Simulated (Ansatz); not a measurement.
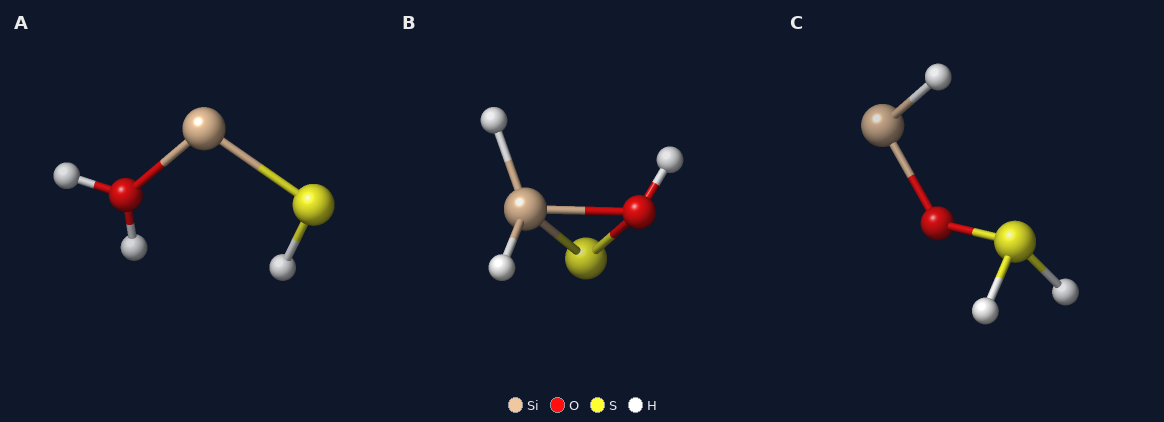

3 stationary structures of one formula. State: charge +1, singlet. Geometries: PBE0-D4/def2-TZVP. Electronic energies: B3LYP-D4/def2-TZVPP (Ansatz 0.2.0), without zero-point energy. No frequency run is at hand to confirm each as a minimum.

> Rank them by energy, lowest first.

A is lowest (Cs); B lies 1.568 eV above it (C1), C lies 2.399 eV above it.
